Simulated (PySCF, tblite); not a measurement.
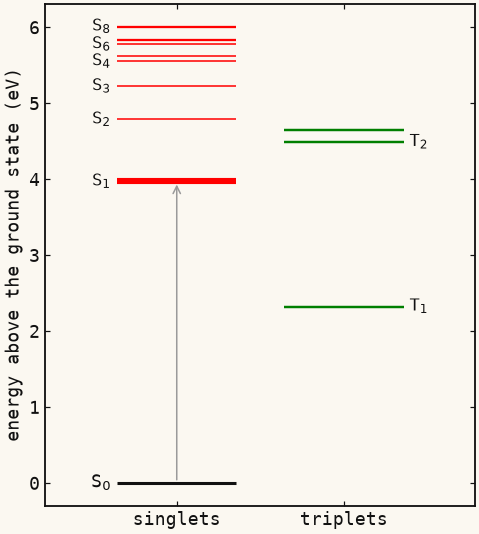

State diagram of C₆H₆GeO, SMILES C#CC1=CC=[CH][GeH2][O]1, singlet. Vertical TDDFT excitations, PBE0/def2-SVPD in PySCF, at a GFN2-xTB geometry (a minimum by its frequencies), gas phase. Triplets in the Tamm-Dancoff approximation; only the lowest 8 singlets and 3 triplets were computed. Thicker singlet lines are brighter; the arrow marks the brightest.

**How many of the triplet levels drawn lie below S1?**

1 of 3 (T1 2.32 eV, T2 4.48 eV, T3 4.64 eV; S1 3.97 eV).

**What is the vertical gap between S1 and T1?**

1.65 eV: S1 at 3.97 eV, T1 at 2.32 eV.

**What character does the calculation give T1?**

Mainly HOMO → LUMO (96 %).

Known limits of this run: the tight-binding geometry is rougher than a DFT one and adds to the error; core orbitals are frozen in the response.
